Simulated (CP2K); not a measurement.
**PM3 run of InBrCl (SMILES [Cl][In][Br])**

Aim: the energy change on altering one bond length of InBrCl at PM3, from 2 runs. 

The results are computed with CP2K 2026.2.

2 further runs of the same task are left out: 2 set aside as unsound or not needed.

## Step 1: The system as given

InBrCl: 3 atoms, total charge 0, spin state doublet. SMILES: `[Cl][In][Br]`. Geometry: a GFN2-xTB relaxation, a rough one for these elements and not checked as a minimum.

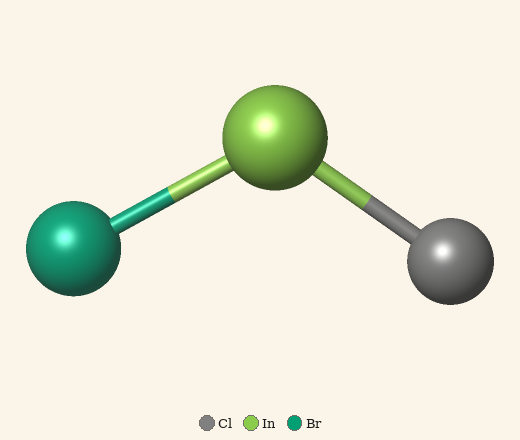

The structure, seen from a chosen angle (chlorine grey, indium green, bromine teal).

## Step 2: Energy and forces at PM3

Contents of molecule.inp:

```
&GLOBAL
  PROJECT molecule
  RUN_TYPE ENERGY_FORCE
  PRINT_LEVEL MEDIUM
&END GLOBAL

&FORCE_EVAL
  METHOD QS
  &DFT
    CHARGE 0
    MULTIPLICITY 2
    UKS T
    &QS
      METHOD PM3
      EPS_DEFAULT 1.0E-10
      &SE
        &COULOMB
          CUTOFF [angstrom] 50
          RC_RANGE [angstrom] 0
        &END COULOMB
        &EXCHANGE
          CUTOFF [angstrom] 50
          RC_RANGE [angstrom] 0
        &END EXCHANGE
      &END SE
    &END QS
    &POISSON
      PERIODIC NONE
      POISSON_SOLVER ANALYTIC
    &END POISSON
    &SCF
      SCF_GUESS ATOMIC
      EPS_SCF 1.0E-06
      MAX_SCF 80
      &DIAGONALIZATION
        ALGORITHM STANDARD
      &END DIAGONALIZATION
      &MIXING
        METHOD DIRECT_P_MIXING
        ALPHA 0.4
      &END MIXING
    &END SCF
    &PRINT
      &MOMENTS
        PERIODIC F
        REFERENCE COM
        MAX_MOMENT 1
      &END MOMENTS
      &MO ON
        ENERGIES T
        OCCUPATION_NUMBERS T
        NDIGITS 6
        &EACH
          QS_SCF 0
        &END EACH
        ADD_LAST NUMERIC
      &END MO
      &HIRSHFELD OFF
      &END HIRSHFELD
    &END PRINT
  &END DFT
  &SUBSYS
    &CELL
      ABC [angstrom] 11.9 13.6 11.4
      PERIODIC NONE
    &END CELL
    &COORD
      Cl     6.899275     8.577170     6.387390
      In     5.000725     7.627340     5.257160
      Br     5.066125     5.022830     5.012610
    &END COORD
  &END SUBSYS
  &PRINT
    &FORCES ON
    &END FORCES
  &END PRINT
&END FORCE_EVAL
```

Command:

```
$ OMP_NUM_THREADS=1 cp2k.psmp -i molecule.inp -o molecule.out
```

Log:

```text
CP2K| version string:                                       CP2K version 2026.2
[...]
 GLOBAL| Method name                                                        CP2K
[...]
 GLOBAL| Run type                                                   ENERGY_FORCE
[...]
                             - Atoms:                                          3
[...]
                             - Spherical basis functions:                     12
[...]
 Number of electrons:                                                          9
[...]
     1 P_Mix/Diag. 0.40E+00    0.0     0.59641799       -25.2345730157 -2.52E+01
[...]
    29 DIIS/Diag.  0.16E-06    0.0     0.00000061       -26.6686462349 -7.82E-14
  *** SCF run converged in    29 steps ***
  Core-core repulsion energy [eV]:                            372.26420814546185
  Core Hamiltonian energy [eV]:                             -1164.35569985386610
  Two-electron integral energy [eV]:                          132.80144415038885
  Electronic energy [eV]:                                   -1097.95497777867172
  Total energy [eV]:                                         -725.69076963320992
  Atomic reference energy [eV]:                               724.64169118440066
  Heat of formation [kcal/mol]:                               -24.19232566493265
[...]
 SE_DIPOLE| Moment [Debye]          0.18319309      -3.28732396      -0.25415865
 SE_DIPOLE| Derivative [a.u.]       0.00000000       0.00000000       0.00000000
 ENERGY| Total FORCE_EVAL ( QS ) energy [hartree]            -26.668646234924232
 FORCES| Atomic forces [hartree/bohr]
 FORCES|   Atom     x               y               z               |f|
 FORCES|      1 -8.76055504E-03 -3.96073672E-03 -5.16989246E-03   1.09161600E-02
 FORCES|      2  9.55209389E-03 -1.53050744E-02  3.52759991E-03   1.83829204E-02
 FORCES|      3 -7.91538844E-04  1.92658112E-02  1.64229254E-03   1.93518769E-02
 FORCES| Sum     5.55111512E-17  0.00000000E+00 -8.32667268E-17
 FORCES| Total atomic force                                       1.00074151E-16
[...]
```

Run time: 0.48 s. Hardware: 1 thread of Arm Neoverse N1, shared host; peak memory 0.14 GiB.

## Step 3: The distorted shape

Contents of job.inp:

```
&global
    project_name job
    run_type ENERGY_FORCE
    print_level MEDIUM
&end global

&force_eval
    method Quickstep
    &dft
        charge 0
        multiplicity 2
        uks T
        &qs
            method PM3
            eps_default 1.0E-10
            &se
                &coulomb
                    cutoff [angstrom] 50
                    rc_range [angstrom] 0
                &end coulomb
                &exchange
                    cutoff [angstrom] 50
                    rc_range [angstrom] 0
                &end exchange
            &end se
        &end qs
        &poisson
            periodic NONE
            poisson_solver ANALYTIC
        &end poisson
        &scf
            scf_guess ATOMIC
            eps_scf 1.0E-06
            max_scf 80
            &diagonalization
                algorithm STANDARD
            &end diagonalization
            &mixing
                method DIRECT_P_MIXING
                alpha 0.4
            &end mixing
        &end scf
        &print
            &moments
                periodic F
                reference COM
                max_moment 1
            &end moments
            &mo ON
                energies T
                occupation_numbers T
                ndigits 6
                &each
                    qs_scf 0
                &end each
                add_last NUMERIC
            &end mo
            &hirshfeld OFF
            &end hirshfeld
        &end print
    &end dft
    &subsys
        &cell
            abc [angstrom] 11.9 14.1 11.4
            periodic NONE
        &end cell
        &coord
            Cl     6.899275     9.087601     6.411843
            In     5.000725     8.137771     5.281613
            Br     5.079204     5.012399     4.988157
        &end coord
    &end subsys
    &print
        &forces ON
        &end forces
    &end print
&end force_eval
```

Command:

```
$ OMP_NUM_THREADS=1 cp2k.psmp -i job.inp > job.out 2>&1
```

Log:

```text
CP2K| version string:                                       CP2K version 2026.2
[...]
 GLOBAL| Method name                                                        CP2K
[...]
 GLOBAL| Run type                                                   ENERGY_FORCE
[...]
                             - Atoms:                                          3
[...]
                             - Spherical basis functions:                     12
[...]
 Number of electrons:                                                          9
[...]
     1 P_Mix/Diag. 0.40E+00    0.0     0.59737957       -25.2588652301 -2.53E+01
[...]
    63 DIIS/Diag.  0.37E-06    0.0     0.00000093       -26.6225461518  1.78E-14
  *** SCF run converged in    63 steps ***
  Core-core repulsion energy [eV]:                            342.95396067303153
  Core Hamiltonian energy [eV]:                             -1165.48544822054555
  Two-electron integral energy [eV]:                          196.19032994620386
  Electronic energy [eV]:                                   -1067.39028324744368
  Total energy [eV]:                                         -724.43632257441220
  Atomic reference energy [eV]:                               724.64169118440066
  Heat of formation [kcal/mol]:                                 4.73591302903683
[...]
 SE_DIPOLE| Moment [Debye]          1.84611021      -0.73027547       0.92123276
 SE_DIPOLE| Derivative [a.u.]       0.00000000       0.00000000       0.00000000
 ENERGY| Total FORCE_EVAL ( QS ) energy [hartree]            -26.622546151761899
 FORCES| Atomic forces [hartree/bohr]
 FORCES|   Atom     x               y               z               |f|
 FORCES|      1 -4.00842745E-03 -3.05928420E-04 -2.20358636E-03   4.58441662E-03
 FORCES|      2  6.29042789E-03 -4.94565550E-02 -1.90974205E-03   4.98915567E-02
 FORCES|      3 -2.28200044E-03  4.97624834E-02  4.11332841E-03   4.99843151E-02
 FORCES| Sum     0.00000000E+00  1.38777878E-16 -8.32667268E-17
 FORCES| Total atomic force                                       1.61841426E-16
[...]
```

It took 0.58 s on 1 thread of Arm Neoverse N1, shared host; peak memory 0.14 GiB.

## Step 4: Outcome

At PM3:

| quantity | value |
| --- | --- |
| first shape: total energy | -26.66865 Eh |
| first shape: dipole moment | 3.30 D |
| first shape: HOMO energy (highest over α and β) | -10.52 eV |
| first shape: heat of formation at this unrelaxed shape | -24.2 kcal/mol |
| first shape: largest force on an atom | 0.995 eV/Å |
| distorted shape: total energy | -26.62255 Eh |
| distorted shape: dipole moment | 2.19 D |
| distorted shape: HOMO energy (highest over α and β) | -10.27 eV |
| distorted shape: heat of formation at this unrelaxed shape | 4.7 kcal/mol |
| distorted shape: largest force on an atom | 2.570 eV/Å |
| energy change with the In2–Br3 bond stretched from 2.617 to 3.140 Å | 1.254 eV |

**Reading.** With the In2–Br3 bond stretched from 2.617 to 3.140 Å the energy rises by 1.25 eV (121 kJ/mol). The first shape isn't relaxed at this level, so the change isn't measured from a minimum. The largest force (first shape) is 1.00 eV/Å: the shape isn't a stationary point for this species at this level.
